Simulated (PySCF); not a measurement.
```xyz
10

B    -1.4870    0.2221    0.0223
C     0.0406    0.5769    0.1763
C     0.9969   -0.5469   -0.1442
F     0.8600   -1.0039   -1.3992
F     2.2870   -0.1738   -0.0244
F     0.8417   -1.6055    0.6668
H    -2.2651    1.0633    0.2339
H    -1.8245   -0.8483   -0.2905
H     0.3071    1.4223   -0.4635
H     0.2520    0.8984    1.2000
```

Geometry: GFN2-xTB.

Level of theory: PBE0/pcSseg-1, SCF density, gas phase, non-relativistic (PySCF).

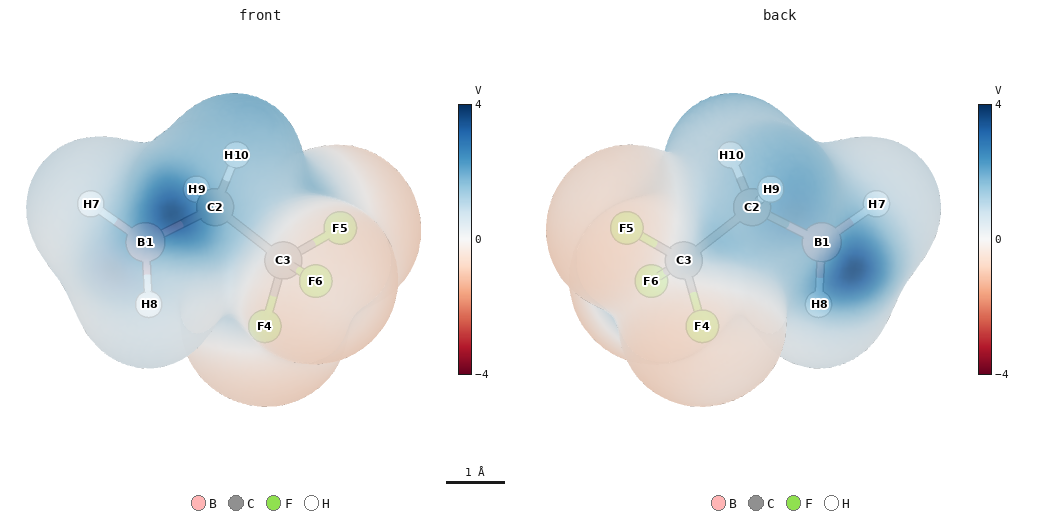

C$_{2}$H$_{4}$BF$_{3}$ (SMILES BCC(F)(F)F). The molecular electrostatic potential painted on the density surface at 0.004 e/bohr³, seen from the front and from behind; the colour scale runs from red (negative) to blue (positive).

Describe the electrostatic potential map.

The most negative region (about −0.8 V) lies over F4, F5 and F6, the most positive (about +3.4 V) over B1.
